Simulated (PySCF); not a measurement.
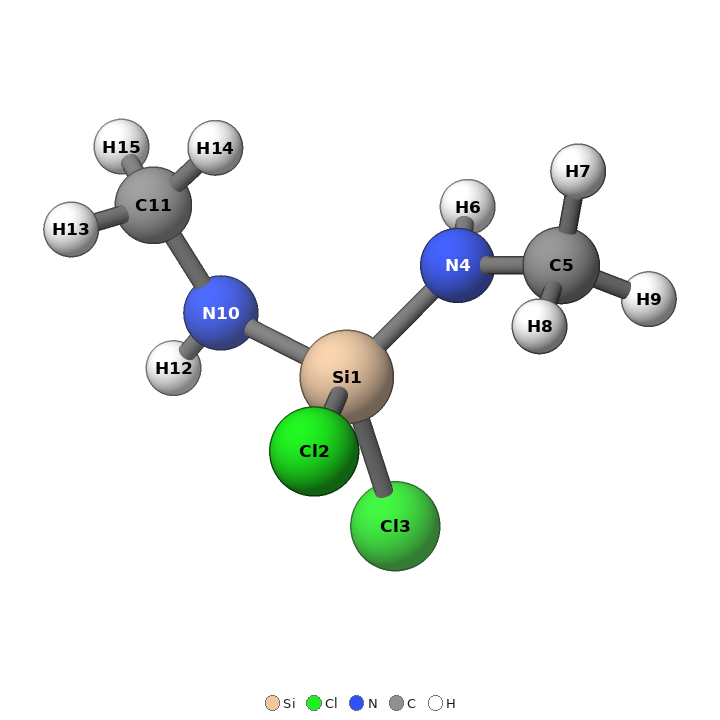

The computed structure is the end point of a PBE0-D3(BJ)/def2-SVP optimisation. No frequency run is at hand to confirm it as a minimum. Level of theory: delta-SCF UKS SCAN, pcX-2 on the ionised atom (unc-x2c-TZVPall on a metal), pcseg-1 elsewhere, spin-free X2C (PySCF 2.14.0).

Give the core-electron binding energies (to vacuum; p and d levels without spin–orbit splitting) of Si1 1s, Si1 2p, Cl2 1s, Cl2 2p, N4 1s, C5 1s.

```
atom  level  binding energy (eV)
 Si1     1s               1848.4
 Si1     2p                108.4
 Cl2     1s               2828.3
 Cl2     2p                206.3
  N4     1s                404.9
  C5     1s                291.8
```
